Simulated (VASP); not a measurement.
Band structure of Er (hcp). Level of theory: PBEsol GGA, VASP's PBE PAW potentials (set 64) (plane waves; VASP 6.6.1).

The 4f electrons are frozen in the core of the lanthanide potential, so 4f levels, which can set the real gap, and their magnetism are missing.

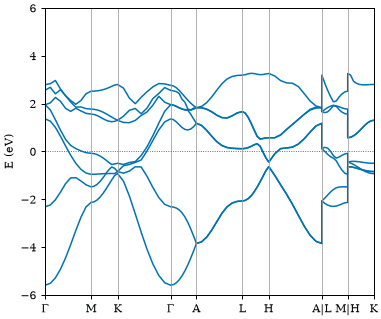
*Bands along high-symmetry lines, zero at the valence-band maximum or, without a gap, the Fermi level*

Task: Read the plot: is there a gap, and where are the band edges?

Result: It has no gap at this level: it comes out as a metal or semimetal. (Edges off the drawn lines would not show.)

The compound is Er in the hcp structure. It was relaxed first.
